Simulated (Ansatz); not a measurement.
# AsBH₆O (built from SMILES BO.[AsH3]): search for a transition state, part 2 of 2

Ansatz 0.2.0, Gaussian basis; PBE0-D4.

### 8 Relaxing after a step of 0.30 Å the other way along the mode

The input, downb/in.yaml:

```yaml
crystal:
  periodic: [false, false, false]
  atoms:
    - {symbol: B, position_ang: [-0.325579, 0.379213, -0.864967]}
    - {symbol: O, position_ang: [1.055847, 0.661187, -1.050968]}
    - {symbol: H, position_ang: [-0.855053, -0.570253, -1.438421]}
    - {symbol: H, position_ang: [-1.070895, 1.337052, -0.698826]}
    - {symbol: H, position_ang: [0.346672, 0.015557, 0.384446]}
    - {symbol: As, position_ang: [-0.751629, -0.477040, 1.283064]}
    - {symbol: H, position_ang: [1.485065, -0.138760, -1.378729]}
    - {symbol: H, position_ang: [-0.067163, 0.440256, 2.268958]}
    - {symbol: H, position_ang: [0.182835, -1.647312, 1.495442]}
basis:
  gaussian: {orbitals: def2-TZVP}
hamiltonian: {xc: pbe0, dispersion: d4}
relax: {f_tol: 0.005, max_steps: 200}
```

Launch:

```bash
$ ansatz run in.yaml --threads 4 --pin off --events-out ev --progress --plain --max-ram 9574MiB
```

The program printed:

```text
Functional definition: PBE0
  name "PBE0"
  cite "Adamo & Barone, J. Chem. Phys. 110, 6158 (1999) doi:10.1063/1.478522"
  cite "Perdew, Burke & Ernzerhof, Phys. Rev. Lett. 77, 3865 (1996) doi:10.1103/PhysRevLett.77.3865"
  parent pbe
  parameter a = 0.25
  parameter kappa = 0.804
  parameter beta = 0.06672455060314922
  exchange = (1 - a)*pbe_x(kappa = kappa, mu = beta*pi^2/3) + a*exact_x
  correlation = pbe_c(beta = beta)
1007 factors; their error is unknown
mean field evaluation 1: about -63646.7232 eV, gradient 5.2e1 eV
mean field evaluation 2: about -63633.8984 eV, gradient 9.5e1 eV
mean field evaluation 4: about -63651.8143 eV, gradient 4.2e0 eV
mean field evaluation 8: about -63651.8617 eV, gradient 3.8e-2 eV
mean field evaluation 16: about -63652.1115 eV, gradient 4.4e-5 eV
mean field -63652.11150338 eV, -2339.1719527984 hartree, gradient 4.4e-5 eV, S^2 0.000000; 0 other end points of the search recorded, 0 dependent functions left out
the calculation of the forces begins
reference -63652.11153287 eV, -2339.1719538822 hartree; 26, 26 occupied and 120, 120 virtual orbitals, 1007 factors
relax step   1: F+E_penalty+E_count = -63652.23254091 eV  Δ(F+E_penalty+E_count) = +0.000e0 eV  max|allowed force component| = 1.238e0 eV/Å  Δτ_max = 0.0000 Å  (27 SCF iters, accepted)
these checks for a lower state are left out or cut short: starts, cluster_reference, orbital_swaps, neighbouring_geometries, increment
1007 factors; their error is unknown
mean field -63652.50103747 eV, -2339.1862679122 hartree, gradient 6.6e-6 eV, S^2 0.000000; 0 other end points of the search recorded, 0 dependent functions left out
the calculation of the forces begins
reference -63652.50106747 eV, -2339.1862690146 hartree; 26, 26 occupied and 120, 120 virtual orbitals, 1007 factors
relax step   2: F+E_penalty+E_count = -63652.61892154 eV  Δ(F+E_penalty+E_count) = -3.864e-1 eV  max|allowed force component| = 1.301e0 eV/Å  Δτ_max = 0.1921 Å  (31 SCF iters, accepted)
these checks for a lower state are left out or cut short: starts, cluster_reference, orbital_swaps, neighbouring_geometries, increment
1007 factors; their error is unknown
mean field evaluation 32: about -63652.7405 eV, gradient 2.2e-5 eV
mean field -63652.74049872 eV, -2339.1950679509 hartree, gradient 2.2e-5 eV, S^2 0.000000; 0 other end points of the search recorded, 0 dependent functions left out
the calculation of the forces begins
reference -63652.74052924 eV, -2339.1950690723 hartree; 26, 26 occupied and 120, 120 virtual orbitals, 1007 factors
relax step   3: F+E_penalty+E_count = -63652.85511375 eV  Δ(F+E_penalty+E_count) = -2.362e-1 eV  max|allowed force component| = 6.309e-1 eV/Å  Δτ_max = 0.2000 Å  (36 SCF iters, accepted)
[... from here on, the SCF cycles and remarks between the steps are left out ...]
relax step   4: F+E_penalty+E_count = -63653.11672199 eV  Δ(F+E_penalty+E_count) = -2.616e-1 eV  max|allowed force component| = 6.723e-1 eV/Å  Δτ_max = 0.1948 Å  (29 SCF iters, accepted)
relax step   5: F+E_penalty+E_count = -63653.18527767 eV  Δ(F+E_penalty+E_count) = -6.856e-2 eV  max|allowed force component| = 9.458e-1 eV/Å  Δτ_max = 0.1948 Å  (29 SCF iters, accepted)
relax step   6: F+E_penalty+E_count = -63653.26191331 eV  Δ(F+E_penalty+E_count) = -7.664e-2 eV  max|allowed force component| = 3.653e-1 eV/Å  Δτ_max = 0.1989 Å  (30 SCF iters, accepted)
relax step   7: F+E_penalty+E_count = -63653.24671135 eV  Δ(F+E_penalty+E_count) = +1.520e-2 eV  max|allowed force component| = 5.152e-1 eV/Å  Δτ_max = 0.1149 Å  (28 SCF iters, rejected (line search))
relax step   8: F+E_penalty+E_count = -63653.27241893 eV  Δ(F+E_penalty+E_count) = -1.051e-2 eV  max|allowed force component| = 1.368e-1 eV/Å  Δτ_max = 0.0573 Å  (31 SCF iters, accepted)
relax step   9: F+E_penalty+E_count = -63653.27673811 eV  Δ(F+E_penalty+E_count) = -4.319e-3 eV  max|allowed force component| = 4.373e-2 eV/Å  Δτ_max = 0.0644 Å  (30 SCF iters, accepted)
relax step  10: F+E_penalty+E_count = -63653.27760559 eV  Δ(F+E_penalty+E_count) = -8.675e-4 eV  max|allowed force component| = 4.520e-2 eV/Å  Δτ_max = 0.0502 Å  (30 SCF iters, accepted)
relax step  11: F+E_penalty+E_count = -63653.27851319 eV  Δ(F+E_penalty+E_count) = -9.076e-4 eV  max|allowed force component| = 4.266e-2 eV/Å  Δτ_max = 0.0794 Å  (29 SCF iters, accepted)
relax step  12: F+E_penalty+E_count = -63653.27909895 eV  Δ(F+E_penalty+E_count) = -5.858e-4 eV  max|allowed force component| = 1.054e-1 eV/Å  Δτ_max = 0.0646 Å  (28 SCF iters, accepted)
relax step  13: F+E_penalty+E_count = -63653.27970529 eV  Δ(F+E_penalty+E_count) = -6.063e-4 eV  max|allowed force component| = 1.421e-1 eV/Å  Δτ_max = 0.0658 Å  (28 SCF iters, accepted)
relax step  14: F+E_penalty+E_count = -63653.28052029 eV  Δ(F+E_penalty+E_count) = -8.150e-4 eV  max|allowed force component| = 1.314e-1 eV/Å  Δτ_max = 0.0350 Å  (30 SCF iters, accepted)
relax step  15: F+E_penalty+E_count = -63653.28177796 eV  Δ(F+E_penalty+E_count) = -1.258e-3 eV  max|allowed force component| = 7.031e-2 eV/Å  Δτ_max = 0.0748 Å  (29 SCF iters, accepted)
relax step  16: F+E_penalty+E_count = -63653.28227467 eV  Δ(F+E_penalty+E_count) = -4.967e-4 eV  max|allowed force component| = 1.720e-1 eV/Å  Δτ_max = 0.1323 Å  (28 SCF iters, accepted)
relax step  17: F+E_penalty+E_count = -63653.28316167 eV  Δ(F+E_penalty+E_count) = -8.870e-4 eV  max|allowed force component| = 1.885e-1 eV/Å  Δτ_max = 0.0594 Å  (31 SCF iters, accepted)
relax step  18: F+E_penalty+E_count = -63653.28792576 eV  Δ(F+E_penalty+E_count) = -4.764e-3 eV  max|allowed force component| = 1.017e-1 eV/Å  Δτ_max = 0.1394 Å  (30 SCF iters, accepted)
relax step  19: F+E_penalty+E_count = -63653.28922404 eV  Δ(F+E_penalty+E_count) = -1.298e-3 eV  max|allowed force component| = 3.429e-1 eV/Å  Δτ_max = 0.1963 Å  (29 SCF iters, accepted)
relax step  20: F+E_penalty+E_count = -63653.29556904 eV  Δ(F+E_penalty+E_count) = -6.345e-3 eV  max|allowed force component| = 2.753e-1 eV/Å  Δτ_max = 0.0538 Å  (30 SCF iters, accepted)
relax step  21: F+E_penalty+E_count = -63653.29928152 eV  Δ(F+E_penalty+E_count) = -3.712e-3 eV  max|allowed force component| = 1.122e-1 eV/Å  Δτ_max = 0.0597 Å  (30 SCF iters, accepted)
relax step  22: F+E_penalty+E_count = -63653.30636767 eV  Δ(F+E_penalty+E_count) = -7.086e-3 eV  max|allowed force component| = 7.248e-2 eV/Å  Δτ_max = 0.2000 Å  (28 SCF iters, accepted)
relax step  23: F+E_penalty+E_count = -63653.29630020 eV  Δ(F+E_penalty+E_count) = +1.007e-2 eV  max|allowed force component| = 5.427e-1 eV/Å  Δτ_max = 0.1949 Å  (29 SCF iters, rejected (line search))
relax step  24: F+E_penalty+E_count = -63653.30948630 eV  Δ(F+E_penalty+E_count) = -3.119e-3 eV  max|allowed force component| = 4.285e-2 eV/Å  Δτ_max = 0.0972 Å  (30 SCF iters, accepted)
relax step  25: F+E_penalty+E_count = -63653.31095047 eV  Δ(F+E_penalty+E_count) = -1.464e-3 eV  max|allowed force component| = 1.294e-1 eV/Å  Δτ_max = 0.0975 Å  (28 SCF iters, accepted)
relax step  26: F+E_penalty+E_count = -63653.31072788 eV  Δ(F+E_penalty+E_count) = +2.226e-4 eV  max|allowed force component| = 2.358e-1 eV/Å  Δτ_max = 0.0879 Å  (31 SCF iters, rejected (line search))
relax step  27: F+E_penalty+E_count = -63653.31325623 eV  Δ(F+E_penalty+E_count) = -2.306e-3 eV  max|allowed force component| = 5.788e-2 eV/Å  Δτ_max = 0.0428 Å  (31 SCF iters, accepted)
relax step  28: F+E_penalty+E_count = -63653.31428235 eV  Δ(F+E_penalty+E_count) = -1.026e-3 eV  max|allowed force component| = 3.607e-2 eV/Å  Δτ_max = 0.0441 Å  (30 SCF iters, accepted)
relax step  29: F+E_penalty+E_count = -63653.31557574 eV  Δ(F+E_penalty+E_count) = -1.293e-3 eV  max|allowed force component| = 8.774e-2 eV/Å  Δτ_max = 0.1098 Å  (30 SCF iters, accepted)
relax step  30: F+E_penalty+E_count = -63653.31638495 eV  Δ(F+E_penalty+E_count) = -8.092e-4 eV  max|allowed force component| = 9.150e-2 eV/Å  Δτ_max = 0.0303 Å  (31 SCF iters, accepted)
relax step  31: F+E_penalty+E_count = -63653.31768742 eV  Δ(F+E_penalty+E_count) = -1.302e-3 eV  max|allowed force component| = 1.058e-1 eV/Å  Δτ_max = 0.0795 Å  (28 SCF iters, accepted)
relax step  32: F+E_penalty+E_count = -63653.31837178 eV  Δ(F+E_penalty+E_count) = -6.844e-4 eV  max|allowed force component| = 1.031e-1 eV/Å  Δτ_max = 0.0631 Å  (30 SCF iters, accepted)
relax step  33: F+E_penalty+E_count = -63653.31847681 eV  Δ(F+E_penalty+E_count) = -1.050e-4 eV  max|allowed force component| = 1.049e-1 eV/Å  Δτ_max = 0.0420 Å  (29 SCF iters, accepted)
relax step  34: F+E_penalty+E_count = -63653.31920937 eV  Δ(F+E_penalty+E_count) = -7.326e-4 eV  max|allowed force component| = 5.026e-2 eV/Å  Δτ_max = 0.0257 Å  (31 SCF iters, accepted)
relax step  35: F+E_penalty+E_count = -63653.31805969 eV  Δ(F+E_penalty+E_count) = +1.150e-3 eV  max|allowed force component| = 1.333e-1 eV/Å  Δτ_max = 0.0294 Å  (29 SCF iters, rejected (line search))
relax step  36: F+E_penalty+E_count = -63653.31953400 eV  Δ(F+E_penalty+E_count) = -3.246e-4 eV  max|allowed force component| = 1.316e-2 eV/Å  Δτ_max = 0.0147 Å  (31 SCF iters, accepted)
relax step  37: F+E_penalty+E_count = -63653.31962770 eV  Δ(F+E_penalty+E_count) = -9.371e-5 eV  max|allowed force component| = 1.400e-2 eV/Å  Δτ_max = 0.0198 Å  (31 SCF iters, accepted)
relax step  38: F+E_penalty+E_count = -63653.31969249 eV  Δ(F+E_penalty+E_count) = -6.479e-5 eV  max|allowed force component| = 1.801e-2 eV/Å  Δτ_max = 0.0218 Å  (30 SCF iters, accepted)
relax step  39: F+E_penalty+E_count = -63653.31974301 eV  Δ(F+E_penalty+E_count) = -5.052e-5 eV  max|allowed force component| = 1.335e-2 eV/Å  Δτ_max = 0.0298 Å  (31 SCF iters, accepted)
relax step  40: F+E_penalty+E_count = -63653.31976704 eV  Δ(F+E_penalty+E_count) = -2.403e-5 eV  max|allowed force component| = 8.263e-3 eV/Å  Δτ_max = 0.0083 Å  (31 SCF iters, accepted)
relax step  41: F+E_penalty+E_count = -63653.31982599 eV  Δ(F+E_penalty+E_count) = -5.895e-5 eV  max|allowed force component| = 7.385e-3 eV/Å  Δτ_max = 0.0153 Å  (30 SCF iters, accepted)
relax step  42: F+E_penalty+E_count = -63653.31980165 eV  Δ(F+E_penalty+E_count) = +2.434e-5 eV  max|allowed force component| = 8.061e-2 eV/Å  Δτ_max = 0.0899 Å  (29 SCF iters, rejected (line search))
relax step  43: F+E_penalty+E_count = -63653.31998682 eV  Δ(F+E_penalty+E_count) = -1.608e-4 eV  max|allowed force component| = 3.245e-2 eV/Å  Δτ_max = 0.0441 Å  (30 SCF iters, accepted)
relax step  44: F+E_penalty+E_count = -63653.31958491 eV  Δ(F+E_penalty+E_count) = +4.019e-4 eV  max|allowed force component| = 1.324e-1 eV/Å  Δτ_max = 0.0966 Å  (30 SCF iters, rejected (line search))
relax step  45: F+E_penalty+E_count = -63653.32015830 eV  Δ(F+E_penalty+E_count) = -1.715e-4 eV  max|allowed force component| = 6.291e-2 eV/Å  Δτ_max = 0.0479 Å  (29 SCF iters, accepted)
relax step  46: F+E_penalty+E_count = -63653.32025712 eV  Δ(F+E_penalty+E_count) = -9.882e-5 eV  max|allowed force component| = 6.703e-2 eV/Å  Δτ_max = 0.0219 Å  (30 SCF iters, accepted)
relax step  47: F+E_penalty+E_count = -63653.32040962 eV  Δ(F+E_penalty+E_count) = -1.525e-4 eV  max|allowed force component| = 5.201e-2 eV/Å  Δτ_max = 0.0554 Å  (29 SCF iters, accepted)
relax step  48: F+E_penalty+E_count = -63653.32034426 eV  Δ(F+E_penalty+E_count) = +6.536e-5 eV  max|allowed force component| = 1.154e-1 eV/Å  Δτ_max = 0.0469 Å  (29 SCF iters, rejected (line search))
relax step  49: F+E_penalty+E_count = -63653.32085190 eV  Δ(F+E_penalty+E_count) = -4.423e-4 eV  max|allowed force component| = 5.424e-2 eV/Å  Δτ_max = 0.0202 Å  (30 SCF iters, accepted)
relax step  50: F+E_penalty+E_count = -63653.32109736 eV  Δ(F+E_penalty+E_count) = -2.455e-4 eV  max|allowed force component| = 4.778e-2 eV/Å  Δτ_max = 0.0311 Å  (31 SCF iters, accepted)
relax step  51: F+E_penalty+E_count = -63653.32143327 eV  Δ(F+E_penalty+E_count) = -3.359e-4 eV  max|allowed force component| = 8.100e-2 eV/Å  Δτ_max = 0.0820 Å  (30 SCF iters, accepted)
relax step  52: F+E_penalty+E_count = -63653.32166862 eV  Δ(F+E_penalty+E_count) = -2.354e-4 eV  max|allowed force component| = 7.475e-2 eV/Å  Δτ_max = 0.0033 Å  (32 SCF iters, accepted)
relax step  53: F+E_penalty+E_count = -63653.32212463 eV  Δ(F+E_penalty+E_count) = -4.560e-4 eV  max|allowed force component| = 2.241e-2 eV/Å  Δτ_max = 0.0227 Å  (31 SCF iters, accepted)
relax step  54: F+E_penalty+E_count = -63653.32259589 eV  Δ(F+E_penalty+E_count) = -4.713e-4 eV  max|allowed force component| = 2.787e-2 eV/Å  Δτ_max = 0.0672 Å  (30 SCF iters, accepted)
relax step  55: F+E_penalty+E_count = -63653.31892169 eV  Δ(F+E_penalty+E_count) = +3.674e-3 eV  max|allowed force component| = 2.246e-1 eV/Å  Δτ_max = 0.1610 Å  (27 SCF iters, rejected (line search))
relax step  56: F+E_penalty+E_count = -63653.32137743 eV  Δ(F+E_penalty+E_count) = +1.218e-3 eV  max|allowed force component| = 1.847e-1 eV/Å  Δτ_max = 0.0142 Å  (31 SCF iters, rejected (line search))
relax step  57: F+E_penalty+E_count = -63653.32273496 eV  Δ(F+E_penalty+E_count) = -1.391e-4 eV  max|allowed force component| = 8.371e-3 eV/Å  Δτ_max = 0.0069 Å  (30 SCF iters, accepted)
relax step  58: F+E_penalty+E_count = -63653.32313689 eV  Δ(F+E_penalty+E_count) = -4.019e-4 eV  max|allowed force component| = 3.527e-2 eV/Å  Δτ_max = 0.0603 Å  (30 SCF iters, accepted)
relax step  59: F+E_penalty+E_count = -63653.32163052 eV  Δ(F+E_penalty+E_count) = +1.506e-3 eV  max|allowed force component| = 1.505e-1 eV/Å  Δτ_max = 0.1239 Å  (30 SCF iters, rejected (line search))
relax step  60: F+E_penalty+E_count = -63653.29077193 eV  Δ(F+E_penalty+E_count) = +3.236e-2 eV  max|allowed force component| = 1.503e0 eV/Å  Δτ_max = 0.0360 Å  (31 SCF iters, rejected (line search))
relax step  61: F+E_penalty+E_count = -63653.32327969 eV  Δ(F+E_penalty+E_count) = -1.428e-4 eV  max|allowed force component| = 1.042e-2 eV/Å  Δτ_max = 0.0180 Å  (30 SCF iters, accepted)
relax step  62: F+E_penalty+E_count = -63653.32359267 eV  Δ(F+E_penalty+E_count) = -3.130e-4 eV  max|allowed force component| = 3.722e-2 eV/Å  Δτ_max = 0.0729 Å  (30 SCF iters, accepted)
relax step  63: F+E_penalty+E_count = -63653.32341284 eV  Δ(F+E_penalty+E_count) = +1.798e-4 eV  max|allowed force component| = 6.886e-2 eV/Å  Δτ_max = 0.0357 Å  (30 SCF iters, rejected (line search))
relax step  64: F+E_penalty+E_count = -63653.32375092 eV  Δ(F+E_penalty+E_count) = -1.582e-4 eV  max|allowed force component| = 2.666e-2 eV/Å  Δτ_max = 0.0174 Å  (30 SCF iters, accepted)
relax step  65: F+E_penalty+E_count = -63653.32384777 eV  Δ(F+E_penalty+E_count) = -9.686e-5 eV  max|allowed force component| = 3.167e-2 eV/Å  Δτ_max = 0.0267 Å  (31 SCF iters, accepted)
relax step  66: F+E_penalty+E_count = -63653.32393527 eV  Δ(F+E_penalty+E_count) = -8.750e-5 eV  max|allowed force component| = 3.420e-2 eV/Å  Δτ_max = 0.0284 Å  (31 SCF iters, accepted)
relax step  67: F+E_penalty+E_count = -63653.32401585 eV  Δ(F+E_penalty+E_count) = -8.058e-5 eV  max|allowed force component| = 2.617e-2 eV/Å  Δτ_max = 0.0267 Å  (30 SCF iters, accepted)
relax step  68: F+E_penalty+E_count = -63653.32406703 eV  Δ(F+E_penalty+E_count) = -5.118e-5 eV  max|allowed force component| = 2.897e-2 eV/Å  Δτ_max = 0.0266 Å  (31 SCF iters, accepted)
relax step  69: F+E_penalty+E_count = -63653.32412133 eV  Δ(F+E_penalty+E_count) = -5.429e-5 eV  max|allowed force component| = 2.460e-2 eV/Å  Δτ_max = 0.0157 Å  (30 SCF iters, accepted)
relax step  70: F+E_penalty+E_count = -63653.32416692 eV  Δ(F+E_penalty+E_count) = -4.559e-5 eV  max|allowed force component| = 1.230e-2 eV/Å  Δτ_max = 0.0071 Å  (31 SCF iters, accepted)
relax step  71: F+E_penalty+E_count = -63653.32419334 eV  Δ(F+E_penalty+E_count) = -2.642e-5 eV  max|allowed force component| = 7.379e-3 eV/Å  Δτ_max = 0.0142 Å  (30 SCF iters, accepted)
relax step  72: F+E_penalty+E_count = -63653.32420380 eV  Δ(F+E_penalty+E_count) = -1.047e-5 eV  max|allowed force component| = 5.991e-3 eV/Å  Δτ_max = 0.0116 Å  (31 SCF iters, accepted)
these checks for a lower state are left out or cut short: starts, cluster_reference, orbital_swaps, neighbouring_geometries, increment
1007 factors; their error is unknown
mean field -63653.22320594 eV, -2339.2128071140 hartree, gradient 2.5e-5 eV, S^2 0.000000; 0 other end points of the search recorded, 0 dependent functions left out
the calculation of the forces begins
reference -63653.22323909 eV, -2339.2128083323 hartree; 26, 26 occupied and 120, 120 virtual orbitals, 1007 factors
relax step  73: F+E_penalty+E_count = -63653.32420829 eV  Δ(F+E_penalty+E_count) = -4.484e-6 eV  max|allowed force component| = 4.670e-3 eV/Å  Δτ_max = 0.0117 Å  (31 SCF iters, accepted)
1007 factors; their error is unknown
mean field evaluation 544: about -63653.2232 eV, gradient 4.5e-4 eV
mean field -63653.22320594 eV, -2339.2128071140 hartree, gradient 2.5e-5 eV, S^2 0.000000; 1 other end points of the search recorded, 0 dependent functions left out
the calculation of the forces begins
reference -63653.22323909 eV, -2339.2128083323 hartree; 26, 26 occupied and 120, 120 virtual orbitals, 1007 factors
Total energy: -63653.32424144 eV, -2339.2165201001 hartree
Atom 0 at    -0.240371     0.661463    -1.401325 Å, force     0.004077    -0.004496    -0.002450 eV/Å
Atom 1 at     1.000892     0.608006    -1.933325 Å, force     0.001511     0.004670     0.002794 eV/Å
Atom 2 at    -1.088024    -0.124633    -1.727223 Å, force    -0.002913    -0.001130    -0.000388 eV/Å
Atom 3 at    -0.468921     1.572926    -0.657537 Å, force    -0.001115     0.003493     0.001872 eV/Å
Atom 4 at     0.875522     0.187138     2.280769 Å, force    -0.002265    -0.002042    -0.002080 eV/Å
Atom 5 at    -0.032481    -0.696663     1.442979 Å, force    -0.000035     0.002710     0.003745 eV/Å
Atom 6 at     1.123060    -0.129857    -2.535257 Å, force    -0.001614    -0.002537    -0.001655 eV/Å
Atom 7 at    -1.287080    -0.200064     2.141258 Å, force     0.002480    -0.000877    -0.001495 eV/Å
Atom 8 at     0.117503    -1.878416     2.389661 Å, force    -0.000126     0.000210    -0.000344 eV/Å
Dipole moment:     0.010910    -0.290798    -0.035546 e Å
```

Wall time 2.4 min (4 threads of Arm Neoverse V1, shared host).

Step by step: (not every step is listed) (the energy doesn't fall at every step)

```tsv
step	energy from step 1 (eV)	largest force component (eV/Å)
1	0.0000	1.2379
2	-0.3864	1.3014
3	-0.6226	0.6309
4	-0.8842	0.6723
5	-0.9527	0.9458
6	-1.0294	0.3653
7	-1.0142	0.5152
8	-1.0399	0.1368
9	-1.0442	0.0437
14	-1.0480	0.1314
19	-1.0567	0.3429
24	-1.0769	0.0428
29	-1.0830	0.0877
34	-1.0867	0.0503
39	-1.0872	0.0134
44	-1.0870	0.1324
49	-1.0883	0.0542
54	-1.0901	0.0279
59	-1.0891	0.1505
64	-1.0912	0.0267
68	-1.0915	0.0290
69	-1.0916	0.0246
70	-1.0916	0.0123
71	-1.0917	0.0074
72	-1.0917	0.0060
73	-1.0917	0.0047
```

Distances of close pairs at the start and the end, largest changes first:

```tsv
bond	before (Å)	after (Å)	change (Å)
B1–O2	1.422	1.352	-0.071
B1–H3	1.229	1.201	-0.028
B1–H4	1.225	1.198	-0.027
H5–As6	1.502	1.519	+0.017
As6–H9	1.513	1.522	+0.009
As6–H8	1.511	1.519	+0.009
O2–H7	0.965	0.960	-0.005
```

### 9 The three structures

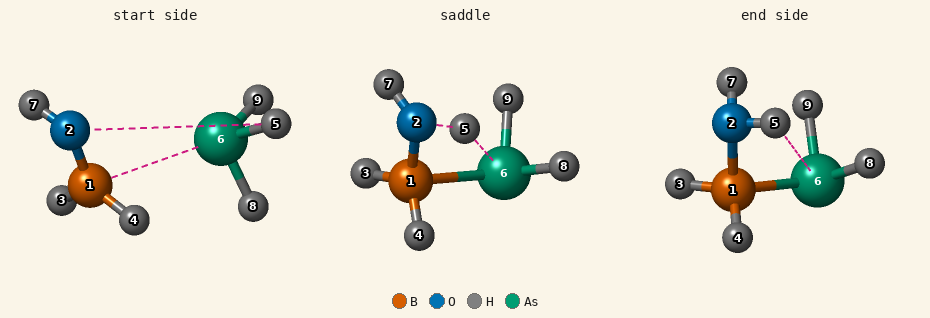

The minimum on the start side, the saddle and the minimum on the end side; broken lines mark the pairs that change.

```tsv
pair	start side (Å)	saddle (Å)	end side (Å)
B1–As6	3.159	2.237	2.067
O2–H5	4.237	1.295	0.967
B1–O2	1.352	1.542	1.664
H5–As6	1.519	1.842	3.080
```

### 10 Results

What follows sums up all 2 parts.

| quantity | value |
| --- | --- |
| imaginary mode | 1221i cm⁻¹ |
| barrier from the start side | 146.8 kJ/mol |
| barrier from the end side | 86.9 kJ/mol |
| energy of the step | +59.8 kJ/mol |
| pairs that change | B1–As6 formed, O2–H5 formed, B1–O2 loosened, H5–As6 broken |
| zero-point energy at the saddle | 1.580 eV |

**Reading.** One imaginary mode, 1221i cm⁻¹, makes this a first-order saddle. The two relaxations end on the structures that were planned. A bond meant to break is only loosened at the end: the products stay bound as an adduct. At PBE0-D4/def2-TZVP the electronic barrier is 146.8 kJ/mol, about 59 kT at 298 K, and the step runs 59.8 kJ/mol uphill. With so stiff a mode tunnelling counts: Wigner's rough correction is a factor of 2.4 at 298 K. A step off the saddle overshot and began above it in energy, so the link to its end is likely but not proven. Lower complexes than these ends may exist.
